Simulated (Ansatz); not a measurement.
# BH4NSSi: shift of H7 from Si3 to B2, part 2 of 2

How high is the barrier for the shift of H7 from Si3 to B2? Relax the two ends, then run a nudged elastic band between them. SMILES of the start: NB1[SiH2]S1.

Ansatz 0.2.0; RKS BHLYP-D4/def2-SVP. The steps go on from the part before.

### 5 Images and barrier

The 7 inner images lie between the fixed ends 0 and 8. Energy is taken from image 0, and the path length is the program's own coordinate along the band.

| image | path (Å) | energy (eV) | H7–Si3 (Å) | H7–B2 (Å) | band force (eV/Å) |
| --- | --- | --- | --- | --- | --- |
| 0 | 0.000 | 0.0000 | 1.48 | 3.02 | - |
| 1 | 0.392 | 0.0943 | 1.47 | 2.95 | 0.008 |
| 2 | 0.784 | 0.4387 | 1.46 | 2.80 | 0.012 |
| 3 | 1.176 | 1.0767 | 1.46 | 2.59 | 0.031 |
| 4* | 1.568 | 1.4552 | 1.49 | 2.41 | 0.039 |
| 5 | 2.049 | 1.3021 | 1.54 | 1.96 | 0.039 |
| 6 | 2.530 | 0.8766 | 1.68 | 1.42 | 0.038 |
| 7 | 3.011 | 0.6986 | 1.77 | 1.30 | 0.010 |
| 8 | 3.493 | 0.6659 | 1.81 | 1.28 | - |

The star marks the climbing image.

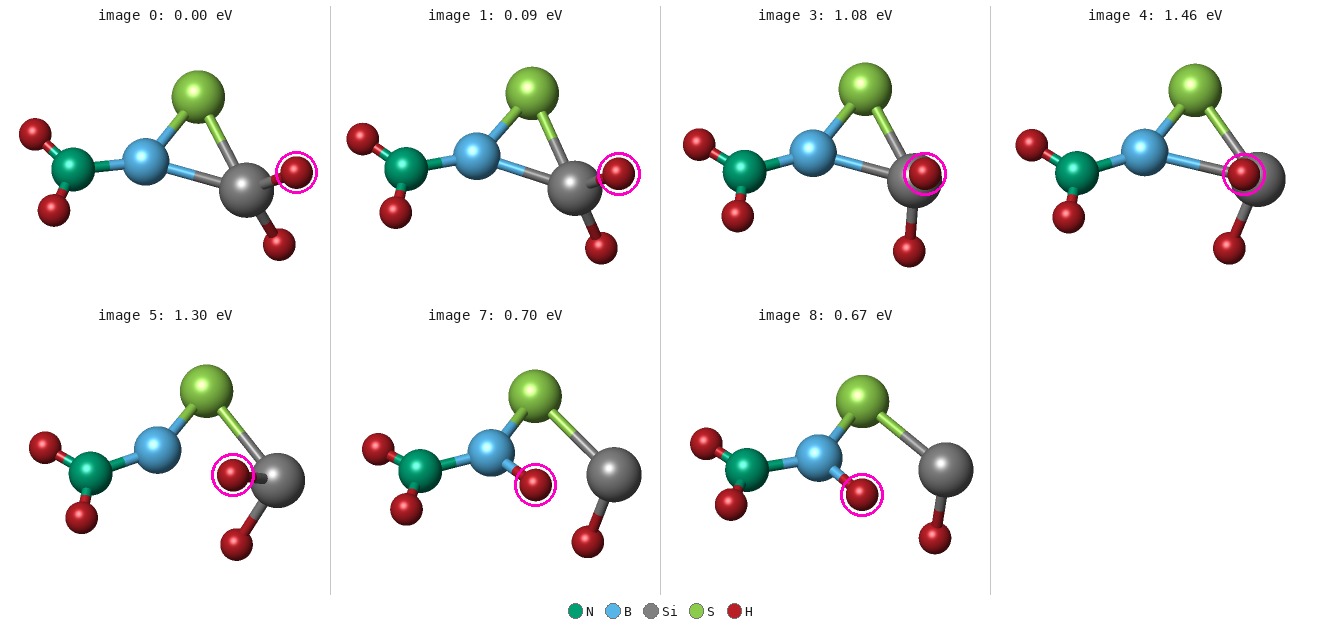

The images of the last band, seen from a chosen angle. Ringed: H7. Sticks join atoms closer than a bonding distance in each image.

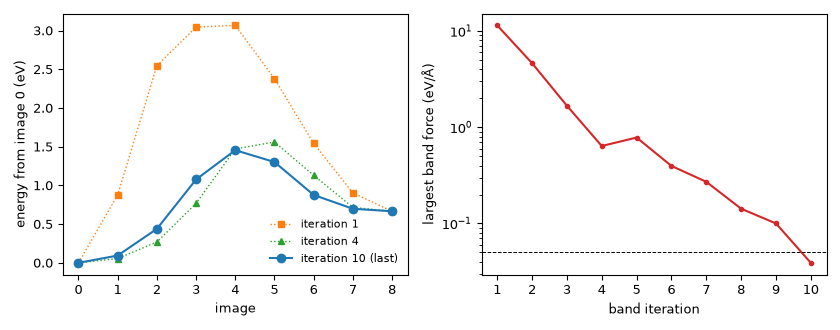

Left: energy of each image for early iterations and the last one (lines only join the points; early values far above the last band run off the scale). Right: the largest band force by iteration, with the threshold dashed.

The top of the band by iteration:

| iteration | highest image above image 0 (eV) | largest band force (eV/Å) |
| --- | --- | --- |
| 1 | 3.0671 | 11.468 |
| 2 | 2.3092 | 4.639 |
| 3 | 1.7731 | 1.675 |
| 4 | 1.5610 | 0.639 |
| 5 | 1.4607 | 0.782 |
| 6 | 1.4810 | 0.396 |
| 7 | 1.4654 | 0.271 |
| 8 | 1.4567 | 0.142 |
| 9 | 1.4554 | 0.100 |
| 10 | 1.4552 | 0.039 |

The band as a trajectory file:

```xyz
8
image=0 dE=0.0000
N    -0.613    1.594   -0.276
B    -0.198    0.280   -0.261
Si    0.626   -1.275    0.538
S    -0.274   -1.093   -1.436
H    -1.079    2.008   -1.065
H    -0.476    2.218    0.498
H     2.080   -1.533    0.543
H    -0.066   -2.199    1.460
8
image=1 dE=0.0943
N    -0.599    1.538   -0.279
B    -0.231    0.218   -0.372
Si    0.606   -1.259    0.497
S    -0.282   -1.193   -1.500
H    -1.069    2.081   -0.979
H    -0.384    2.030    0.569
H     2.074   -1.365    0.556
H    -0.116   -2.050    1.508
8
image=2 dE=0.4387
N    -0.572    1.466   -0.248
B    -0.236    0.150   -0.419
Si    0.603   -1.311    0.429
S    -0.295   -1.260   -1.556
H    -1.046    2.055   -0.903
H    -0.321    1.896    0.624
H     2.054   -1.143    0.537
H    -0.188   -1.854    1.536
8
image=3 dE=1.0767
N    -0.548    1.398   -0.208
B    -0.216    0.084   -0.418
Si    0.643   -1.466    0.373
S    -0.290   -1.276   -1.576
H    -1.028    1.987   -0.860
H    -0.302    1.836    0.662
H     1.987   -0.916    0.513
H    -0.247   -1.648    1.514
8
image=4 dE=1.4552
N    -0.531    1.361   -0.178
B    -0.208    0.051   -0.429
Si    0.733   -1.703    0.379
S    -0.272   -1.259   -1.552
H    -1.015    1.941   -0.843
H    -0.301    1.820    0.684
H     1.866   -0.749    0.493
H    -0.273   -1.463    1.446
8
image=5 dE=1.3021
N    -0.461    1.330   -0.152
B    -0.114    0.038   -0.454
Si    0.825   -1.845    0.428
S    -0.264   -1.280   -1.534
H    -1.012    1.880   -0.792
H    -0.243    1.793    0.710
H     1.557   -0.491    0.424
H    -0.288   -1.425    1.371
8
image=6 dE=0.8766
N    -0.396    1.318   -0.149
B     0.082    0.048   -0.411
Si    0.850   -1.904    0.410
S    -0.259   -1.275   -1.508
H    -1.047    1.790   -0.755
H    -0.187    1.821    0.694
H     1.232   -0.273    0.351
H    -0.275   -1.526    1.367
8
image=7 dE=0.6986
N    -0.381    1.376   -0.184
B     0.086    0.089   -0.357
Si    0.929   -1.941    0.347
S    -0.287   -1.246   -1.444
H    -1.090    1.774   -0.775
H    -0.094    1.964    0.577
H     1.038   -0.182    0.477
H    -0.201   -1.834    1.360
8
image=8 dE=0.6659
N    -0.389    1.435   -0.209
B     0.014    0.115   -0.277
Si    1.020   -1.942    0.275
S    -0.365   -1.221   -1.365
H    -1.039    1.827   -0.868
H    -0.062    2.081    0.486
H     0.877   -0.170    0.624
H    -0.058   -2.125    1.333
```

### 6 Vibrations at the top

The geometry is the highest inner image of the first converged band.

File input.yaml:

```yaml
crystal:
  periodic: [false, false, false]
  atoms:
    - { symbol: "N", position_ang: [-0.530715, 1.360986, -0.178405] }
    - { symbol: B, position_ang: [-0.208009, 0.051141, -0.429332] }
    - { symbol: Si, position_ang: [0.733045, -1.702917, 0.37899] }
    - { symbol: S, position_ang: [-0.27202, -1.259168, -1.552105] }
    - { symbol: H, position_ang: [-1.014703, 1.941406, -0.842509] }
    - { symbol: H, position_ang: [-0.300741, 1.819883, 0.684241] }
    - { symbol: H, position_ang: [1.866211, -0.748596, 0.493269] }
    - { symbol: H, position_ang: [-0.273069, -1.462726, 1.445859] }
basis:
  gaussian: { orbitals: def2-SVP }
hamiltonian:
  xc: { name: BHLYP }
  dispersion: d4
phonons: {}
```

Started as:

```bash
> ansatz run input.yaml --threads 2 --pin off --max-ram 3072MiB --backend cpu --events-out ev --progress --plain --runs-dir out
```

The log of the run, shortened:

```text
Warning: RAYON_NUM_THREADS=2 ignored (pool sized by the plan → 2); use --threads N
[...]
Functional definition: BHLYP
[...]
889 factors; integrals over basis functions are off by at most 3.1e-4 eV
[...]
mean field -20935.73706126 eV, -769.3741462489 hartree, gradient 6.2e-5 eV, S^2 0.000000; 0 other end points of the search recorded, 0 dependent functions left out
[...]
reference -20935.73722047 eV, -769.3741521000 hartree; 23, 23 occupied and 61, 61 virtual orbitals, 889 factors
[...]
WARN: phonons: modes at or below zero, which the zero-point energy, F, S and C_V leave out: 1, the lowest at -593.04 cm⁻¹. A minimum has none, and a first-order saddle one
[...]
Atom 4 at    -1.014703     1.941406    -0.842509 Å, force    -0.002428     0.003980     0.004398 eV/Å
Atom 5 at    -0.300741     1.819883     0.684241 Å, force    -0.004905     0.013938    -0.003354 eV/Å
Atom 6 at     1.866211    -0.748596     0.493269 Å, force     0.002078     0.002219     0.001198 eV/Å
Atom 7 at    -0.273069    -1.462726     1.445859 Å, force    -0.002017     0.002687    -0.001465 eV/Å
Dipole moment:    -0.178569     0.710630     0.127153 e Å
Vibrations: -593.04 240.81 284.84 396.63 410.97 476.59 510.05 528.66 649.32 708.39 983.06 991.61 1502.95 1651.14 2242.00 2265.75 3696.74 3802.91 cm⁻¹, zero-point energy 1.323061 eV
```

Wall time 84 s (2 threads of Arm Neoverse N1, shared host); peak memory 0.16 GiB.

Of 18 modes, 1 is imaginary by more than 30 cm⁻¹ (593i cm⁻¹).

### 7 Dynamics from the top

It starts at the highest inner image of the first converged band: 200 steps of 0.5 fs at constant energy, with velocities drawn for 300 K.

input.yaml: that of step 6 with these lines changed.

```diff
@@ -16,2 +16,8 @@
   dispersion: d4
-phonons: {}
+md:
+  timestep: 0.5
+  n_steps: 200
+  ensemble: nve
+  temperature: 300.0
+  initial_velocities: maxwell_boltzmann
+  seed: 6944
```

Started as:

```bash
> ansatz run input.yaml --threads 2 --pin off --max-ram 3072MiB --backend cpu --events-out ev --progress --plain --runs-dir out
```

The log of the run, shortened:

```text
Warning: RAYON_NUM_THREADS=2 ignored (pool sized by the plan → 2); use --threads N
[...]
Functional definition: BHLYP
[...]
889 factors; integrals over basis functions are off by at most 3.1e-4 eV
[...]
mean field -20935.73706126 eV, -769.3741462489 hartree, gradient 6.2e-5 eV, S^2 0.000000; 0 other end points of the search recorded, 0 dependent functions left out
[...]
reference -20935.73722047 eV, -769.3741521000 hartree; 23, 23 occupied and 61, 61 virtual orbitals, 889 factors
[...]
md step    45: t =    22.50 fs  T =   116.8 K  F+E_penalty+E_count = -20935.84700982 eV  E_kin = 0.090588 eV  conserved = -20935.75642160 eV  (27 SCF iters, 3 dispersion substeps)
[...]
md step    58: t =    29.00 fs  T =   194.4 K  F+E_penalty+E_count = -20935.90720035 eV  E_kin = 0.150796 eV  conserved = -20935.75640426 eV  (26 SCF iters, 3 dispersion substeps)
md step    59: t =    29.50 fs  T =   201.3 K  F+E_penalty+E_count = -20935.91250934 eV  E_kin = 0.156100 eV  conserved = -20935.75640889 eV  (25 SCF iters, 3 dispersion substeps)
```

### 8 More of the same log: dynamics from the highest image of the converged band

The log, continued, shortened:

```text
md step    60: t =    30.00 fs  T =   207.3 K  F+E_penalty+E_count = -20935.91719326 eV  E_kin = 0.160784 eV  conserved = -20935.75640935 eV  (26 SCF iters, 3 dispersion substeps)
[...]
md step    79: t =    39.50 fs  T =   301.1 K  F+E_penalty+E_count = -20935.98989731 eV  E_kin = 0.233536 eV  conserved = -20935.75636131 eV  (26 SCF iters, 3 dispersion substeps)
[...]
md step   136: t =    68.00 fs  T =   726.6 K  F+E_penalty+E_count = -20936.31997346 eV  E_kin = 0.563501 eV  conserved = -20935.75647256 eV  (33 SCF iters, 3 dispersion substeps)
md step   137: t =    68.50 fs  T =   706.2 K  F+E_penalty+E_count = -20936.30415547 eV  E_kin = 0.547701 eV  conserved = -20935.75645397 eV  (34 SCF iters, 3 dispersion substeps)
md step   138: t =    69.00 fs  T =   688.0 K  F+E_penalty+E_count = -20936.29000949 eV  E_kin = 0.533561 eV  conserved = -20935.75644834 eV  (34 SCF iters, 3 dispersion substeps)
```

### 9 The log goes on: dynamics from the highest image of the converged band

The log, continued, shortened:

```text
md step   139: t =    69.50 fs  T =   672.0 K  F+E_penalty+E_count = -20936.27765191 eV  E_kin = 0.521193 eV  conserved = -20935.75645842 eV  (34 SCF iters, 3 dispersion substeps)
[...]
md step   154: t =    77.00 fs  T =   303.3 K  F+E_penalty+E_count = -20935.99119247 eV  E_kin = 0.235223 eV  conserved = -20935.75596976 eV  (26 SCF iters, 3 dispersion substeps)
[...]
Atom 4 at    -1.360450     1.954566    -0.692964 Å, force    -0.192368    -0.363085    -0.396257 eV/Å
Atom 5 at    -0.372310     1.756615     0.632833 Å, force     0.039076     0.598124    -0.071528 eV/Å
Atom 6 at     0.971649    -0.037283     0.157639 Å, force     0.142794    -0.037504     1.134620 eV/Å
Atom 7 at    -0.462637    -1.496156     1.193723 Å, force     0.095332    -0.279315     0.464120 eV/Å
Dipole moment:    -0.164851     0.507594     0.389973 e Å
```

It took 9 min on 2 threads of Arm Neoverse N1, shared host; peak memory 0.16 GiB.

### 10 Frames and traces

One step in 8; energies are changes from step 0:

| time (fs) | T (K) | potential energy change (meV/atom) | total energy change (meV/atom) | H7–Si3 (Å) | H7–B2 (Å) |
| --- | --- | --- | --- | --- | --- |
| 0.0 | 300 | 0.0 | 0.00 | 1.49 | 2.41 |
| 4.0 | 250 | 4.8 | 0.02 | 1.51 | 2.34 |
| 8.0 | 180 | 11.6 | 0.01 | 1.49 | 2.26 |
| 12.0 | 102 | 19.2 | 0.02 | 1.47 | 2.21 |
| 16.0 | 57 | 23.6 | 0.02 | 1.50 | 2.20 |
| 20.0 | 83 | 21.1 | 0.02 | 1.51 | 2.19 |
| 24.0 | 128 | 16.7 | 0.02 | 1.48 | 2.18 |
| 28.0 | 179 | 11.8 | 0.01 | 1.48 | 2.19 |
| 32.0 | 225 | 7.3 | 0.02 | 1.52 | 2.19 |
| 36.0 | 263 | 3.6 | 0.01 | 1.53 | 2.15 |
| 40.0 | 308 | -0.8 | 0.01 | 1.52 | 2.04 |
| 44.0 | 359 | -5.7 | 0.00 | 1.56 | 1.88 |
| 48.0 | 307 | -0.7 | 0.01 | 1.63 | 1.69 |
| 52.0 | 269 | 3.0 | 0.02 | 1.69 | 1.49 |
| 56.0 | 375 | -7.3 | 0.01 | 1.71 | 1.32 |
| 60.0 | 681 | -36.9 | -0.02 | 1.70 | 1.28 |
| 64.0 | 882 | -56.5 | -0.05 | 1.68 | 1.38 |
| 68.0 | 727 | -41.4 | 0.00 | 1.67 | 1.44 |
| 72.0 | 609 | -29.9 | -0.03 | 1.64 | 1.35 |
| 76.0 | 351 | -4.9 | 0.03 | 1.64 | 1.21 |
| 80.0 | 414 | -11.0 | -0.02 | 1.65 | 1.27 |
| 84.0 | 600 | -29.1 | -0.01 | 1.65 | 1.43 |
| 88.0 | 722 | -40.9 | -0.02 | 1.66 | 1.47 |
| 92.0 | 709 | -39.6 | -0.02 | 1.71 | 1.40 |
| 96.0 | 558 | -25.0 | 0.02 | 1.79 | 1.29 |
| 100.0 | 628 | -31.7 | 0.01 | 1.87 | 1.27 |

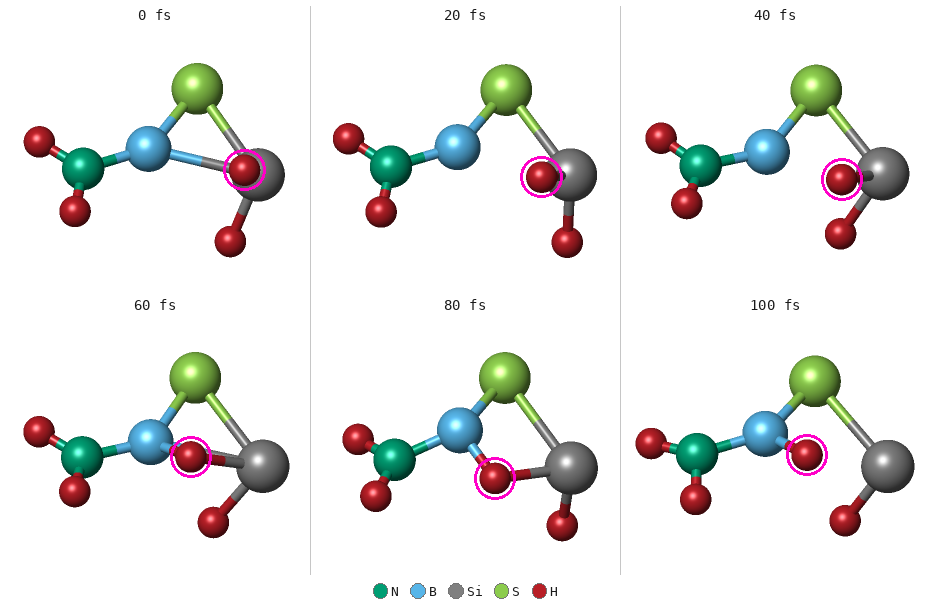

The system at six times, viewed from a chosen angle. Sticks join atoms within a bonding distance in each frame.

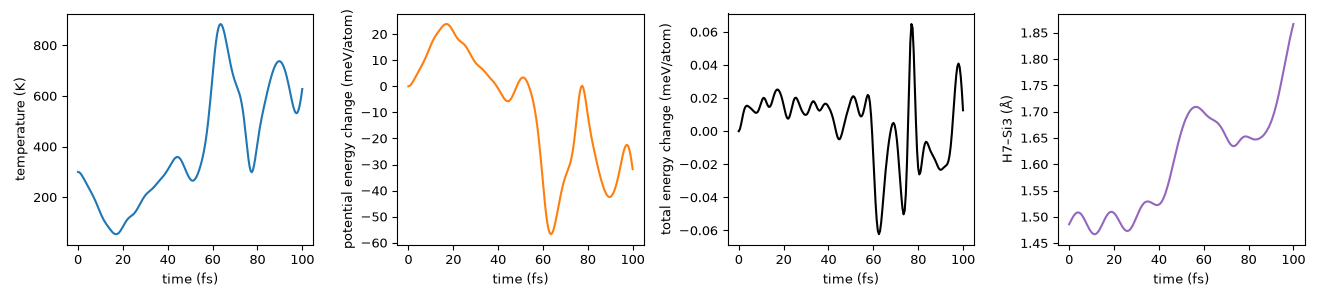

Time series of the run, each on its own scale.

Bonds that form or break, judged by distance (formed within 1.15 times the sum of covalent radii and held on average over 12 fs, broken when stretched by half; pairs already stretched at the start don't count as bonds):

| time (fs) | bond | event |
| --- | --- | --- |
| 74.0 | B2–H7 | forms |

The last frame stands with the bonds of end B.

### 11 A trajectory let go at the top

It starts at the highest inner image of the first converged band: 200 steps of 0.5 fs at constant energy, with velocities drawn for 100 K.

input.yaml: that of step 7 with these lines changed.

```diff
@@ -20,4 +20,4 @@
   ensemble: nve
-  temperature: 300.0
+  temperature: 100.0
   initial_velocities: maxwell_boltzmann
-  seed: 6944
+  seed: 6945
```

Started as:

```bash
> ansatz run input.yaml --threads 2 --pin off --max-ram 3072MiB --backend cpu --events-out ev --progress --plain --runs-dir out
```

The log of the run, shortened:

```text
Warning: RAYON_NUM_THREADS=2 ignored (pool sized by the plan → 2); use --threads N
[...]
Functional definition: BHLYP
[...]
889 factors; integrals over basis functions are off by at most 3.1e-4 eV
[...]
mean field -20935.73706126 eV, -769.3741462489 hartree, gradient 6.2e-5 eV, S^2 0.000000; 0 other end points of the search recorded, 0 dependent functions left out
[...]
reference -20935.73722047 eV, -769.3741521000 hartree; 23, 23 occupied and 61, 61 virtual orbitals, 889 factors
[...]
md step   100: t =    50.00 fs  T =   549.3 K  F+E_penalty+E_count = -20936.33800585 eV  E_kin = 0.425977 eV  conserved = -20935.91202923 eV  (33 SCF iters, 3 dispersion substeps)
md step   101: t =    50.50 fs  T =   630.9 K  F+E_penalty+E_count = -20936.40174435 eV  E_kin = 0.489278 eV  conserved = -20935.91246595 eV  (34 SCF iters, 3 dispersion substeps)
md step   102: t =    51.00 fs  T =   701.7 K  F+E_penalty+E_count = -20936.45689421 eV  E_kin = 0.544202 eV  conserved = -20935.91269234 eV  (27 SCF iters, 3 dispersion substeps)
```

### 12 The log goes on: dynamics from the highest image of the converged band

The log, continued, shortened:

```text
md step   103: t =    51.50 fs  T =   756.2 K  F+E_penalty+E_count = -20936.49918921 eV  E_kin = 0.586450 eV  conserved = -20935.91273911 eV  (33 SCF iters, 3 dispersion substeps)
[...]
md step   127: t =    63.50 fs  T =   536.2 K  F+E_penalty+E_count = -20936.32788798 eV  E_kin = 0.415879 eV  conserved = -20935.91200851 eV  (34 SCF iters, 3 dispersion substeps)
[...]
Atom 4 at    -1.196073     1.768117    -1.193643 Å, force    -0.448113     0.333893    -0.233641 eV/Å
Atom 5 at    -0.556691     2.202680     0.316714 Å, force     0.110807     0.399988     0.158553 eV/Å
Atom 6 at     0.744062     0.148424     0.613170 Å, force    -0.432118    -0.403775    -0.177998 eV/Å
Atom 7 at    -0.195031    -1.748841     1.453043 Å, force    -0.505974    -0.111778    -0.055506 eV/Å
Dipole moment:    -0.245260     0.622189     0.174188 e Å
```

Run time: 9 min. Hardware: 2 threads of Arm Neoverse N1, shared host; peak memory 0.16 GiB.

### 13 What the atoms did

The trajectory, every 15 steps (energies from step 0):

| time (fs) | T (K) | potential energy change (meV/atom) | total energy change (meV/atom) | H7–Si3 (Å) | H7–B2 (Å) |
| --- | --- | --- | --- | --- | --- |
| 0.0 | 100 | 0.0 | 0.00 | 1.49 | 2.41 |
| 7.5 | 46 | 5.2 | 0.03 | 1.49 | 2.35 |
| 15.0 | 55 | 4.4 | 0.03 | 1.49 | 2.31 |
| 22.5 | 67 | 3.2 | 0.01 | 1.50 | 2.26 |
| 30.0 | 154 | -5.2 | 0.03 | 1.52 | 2.12 |
| 37.5 | 352 | -24.4 | 0.03 | 1.56 | 1.81 |
| 45.0 | 499 | -38.8 | -0.10 | 1.73 | 1.32 |
| 52.5 | 810 | -68.9 | -0.12 | 1.70 | 1.36 |
| 60.0 | 387 | -27.8 | 0.06 | 1.59 | 1.57 |
| 67.5 | 274 | -16.8 | 0.05 | 1.76 | 1.15 |
| 75.0 | 585 | -47.0 | 0.01 | 1.76 | 1.48 |
| 82.5 | 671 | -55.3 | 0.02 | 1.64 | 1.46 |
| 90.0 | 649 | -53.3 | -0.04 | 1.96 | 1.18 |
| 97.5 | 617 | -50.1 | 0.03 | 2.16 | 1.38 |
| 100.0 | 773 | -65.3 | -0.14 | 2.12 | 1.26 |

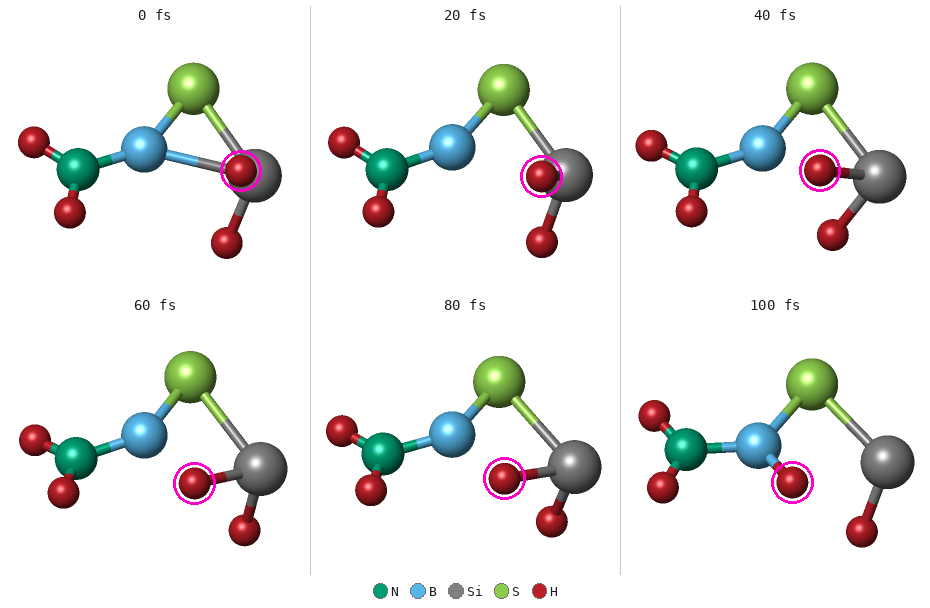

Six frames of the run, seen from a chosen angle. Sticks join atoms within a bonding distance in each frame.

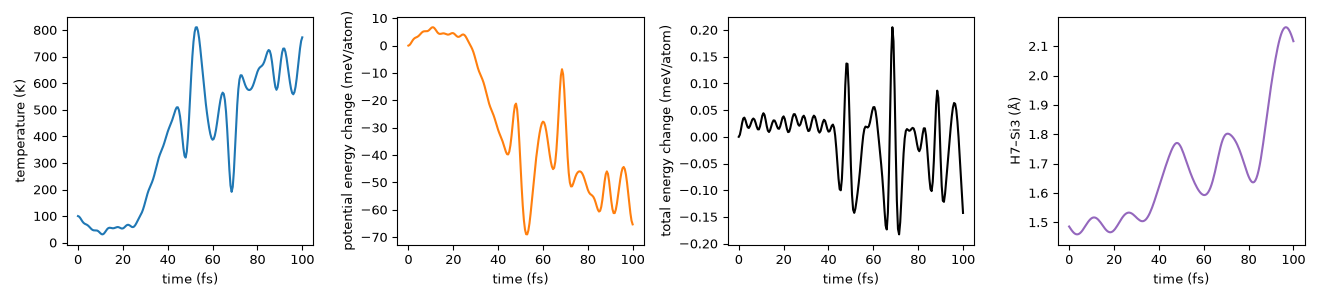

Traces against time; each panel has its own scale.

Bonds that form or break, judged by distance (formed within 1.15 times the sum of covalent radii and held on average over 12 fs, broken when stretched by half; pairs already stretched at the start don't count as bonds):

| time (fs) | bond | event |
| --- | --- | --- |
| 65.5 | B2–H7 | forms |
| 94.5 | Si3–H7 | breaks |

The last frame stands with the bonds of end B.

### 14 Outcome

What follows sums up all 2 parts.

```
                         quantity                              value
                            end A            5 moves, 0.103 eV lower
                            end B           11 moves, 5.364 eV lower
                 barrier forwards                            1.46 eV
                barrier backwards                            0.79 eV
     second end relative to first                          +0.666 eV
                    highest image              4 of 0 to 8, climbing
                  band iterations                                 10
       imaginary modes at the top                          593i cm⁻¹
trajectory at 300 K, after 100 fs  with the bonds of end B, at 628 K
trajectory at 100 K, after 100 fs  with the bonds of end B, at 773 K
```

The top lies 1.46 eV above the first end, or 56 kT at room temperature, which at an assumed attempt frequency of 10^13 s⁻¹ means a rate near 10^-11 s⁻¹. The second end lies 0.67 eV above the first, so the way back costs 0.79 eV. By distance, end A alone has B2–Si3, Si3–H7 and end B alone has B2–H7. One imaginary mode, as a first-order saddle point has. Zero-point energy and entropy are left out. Tunnelling, which matters where hydrogen moves, is missing too.
